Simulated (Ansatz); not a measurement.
**Si$_{2}$H$_{4}$O$_{2}$F$_{2}$: single-point calculation**

The run: single-point calculation of Si$_{2}$H$_{4}$O$_{2}$F$_{2}$. Method and program: RHF-CCSD(T), frozen core/def2-TZVPP (Ansatz 0.2.0).

The geometry comes from this level: PBE0-D4/def2-TZVP.

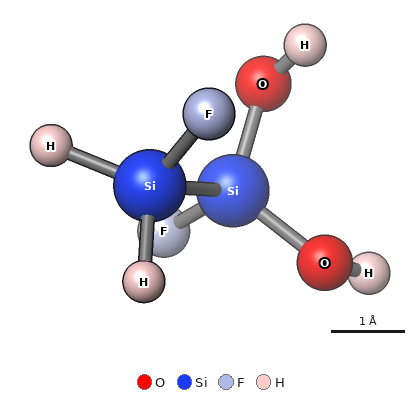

Fig. 1: The structure as given in the input (ball-and-stick view, seen at a tilt).

Key numbers

| quantity | value |
| --- | --- |
| outcome | converged |
| total energy | −25320.3685 eV |
| mean-field energy | −25285.6914 eV |
| CCSD correlation | −33.6042 eV |
| (T) correction | −1.0729 eV |
| T1 diagnostic | 0.012 |
| SCF solution under orbital rotations | stable |
| hardware | 4 threads of Arm Neoverse V2, 23 GiB of memory available, shared host |
| wall time | 4.7 min (CPU time 19 min) |
| peak memory | 6.7 GiB |

The input
```yaml
crystal:
  periodic: [false, false, false]
  atoms:
    - {symbol: O, position_ang: [-1.753196, -0.778392, 0.006177]}
    - {symbol: Si, position_ang: [-0.123807, -0.774697, -0.003191]}
    - {symbol: O, position_ang: [0.529835, -1.263523, 1.411746]}
    - {symbol: F, position_ang: [0.420621, -1.844851, -1.048996]}
    - {symbol: Si, position_ang: [0.547993, 1.378194, -0.640475]}
    - {symbol: F, position_ang: [0.399533, 2.320904, 0.656327]}
    - {symbol: H, position_ang: [-2.222338, -1.575699, 0.262216]}
    - {symbol: H, position_ang: [0.341463, -0.746894, 2.196936]}
    - {symbol: H, position_ang: [-0.289410, 1.948136, -1.724880]}
    - {symbol: H, position_ang: [1.974504, 1.397421, -1.052560]}
basis:
  gaussian: {orbitals: def2-TZVPP}
correlation: {method: ccsd_t}
```

Launch command:
```bash
ansatz run in.yaml --threads 4 --pin off --events-out ev --progress --plain --max-ram 10444MiB
```

Log
```
Functional definition: HF
  name "HF"
  cite "Fock, Z. Phys. 61, 126 (1930) doi:10.1007/BF01340294"
  parent pbe
  exchange = exact_x
  correlation = 0
1621 factors; integrals over basis functions are off by at most 1.2e-3 eV
mean field evaluation 1: about -25279.4221 eV, gradient 5.8e1 eV
mean field evaluation 2: about -25279.7257 eV, gradient 5.8e1 eV
mean field evaluation 4: about -25285.6107 eV, gradient 3.4e0 eV
mean field evaluation 8: about -25285.6912 eV, gradient 3.0e-1 eV
mean field evaluation 16: about -25279.4208 eV, gradient 5.8e1 eV
mean field -25285.69140915 eV, -929.2320200291 hartree, gradient 7.0e-6 eV, S^2 0.000000; 0 other end points of the search recorded, 0 dependent functions left out
14 core orbitals not correlated: weight in the atoms' cores, before any rotation towards them, 1.000 or more for the frozen orbitals, at most 0.000 for the correlated occupied ones
reference -25285.69140915 eV, -929.2320200291 hartree; 19, 19 occupied and 231, 231 virtual orbitals, 1621 factors
second order -32.90761429 eV of doubles, -0.00000000 eV of singles
cycle   1  -32.76685263 eV  change    1.4e-1 eV  update   1.2e-1
cycle   2  -33.46148239 eV  change   -6.9e-1 eV  update   3.4e-2
cycle   3  -33.62873628 eV  change   -1.7e-1 eV  update   1.7e-2
cycle   4  -33.60593956 eV  change    2.3e-2 eV  update   3.6e-3
cycle   5  -33.60308645 eV  change    2.9e-3 eV  update   1.6e-3
cycle   6  -33.60452344 eV  change   -1.4e-3 eV  update   5.0e-4
cycle   7  -33.60431187 eV  change    2.1e-4 eV  update   1.7e-4
cycle   8  -33.60417203 eV  change    1.4e-4 eV  update   5.3e-5
cycle   9  -33.60417844 eV  change   -6.4e-6 eV  update   2.0e-5
perturbative correction -1.07292773 eV, -0.0394293670 hartree
Total energy: -25320.36851532 eV, -930.5063801759 hartree
```
